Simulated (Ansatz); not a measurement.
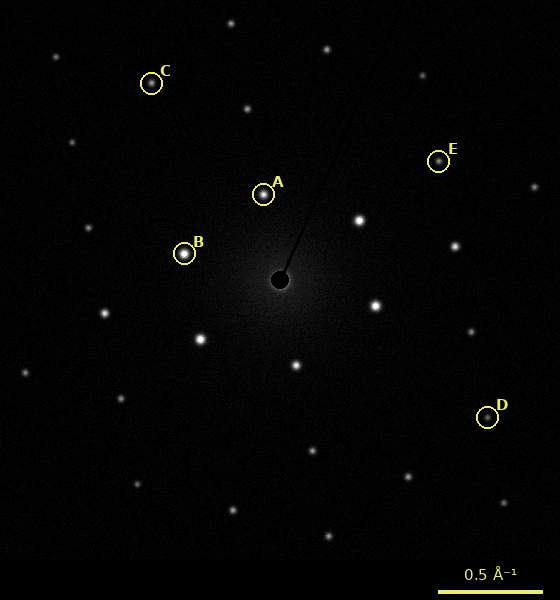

Simulated selected-area electron diffraction pattern (80 kV, kinematic approximation, thin crystal, B = 1 Å² for all atoms). The zone axis points towards the electron source and the pattern is seen from the source side.

Os, space group P6_3/mmc (No. 194), a = 2.75 Å, c = 4.35 Å (hexagonal axes). Structure: coordinates from a relaxation at fixed volume with Ansatz, DFT r2SCAN, scalar-relativistic, plane waves, PAW.

```csv
atom,site,symmetry,x,y,z
Os,2d,-6m2,0.3333,0.6667,0.7500
```

Spot A is indexed 0 -1 0 and spot B 1 -1 -1.

What are the indices of the remaining marked spots?

C = 2A + B = 1 -3 -1 (d = 0.883 Å). D = −A − 2B = -2 3 2 (d = 0.833 Å). E = 2A − 2B = -2 0 2 (d = 1.045 Å).

Which zone axis is this?

The cross product of A and B is parallel to [101]; every spot obeys hu + kv + lw = 0.
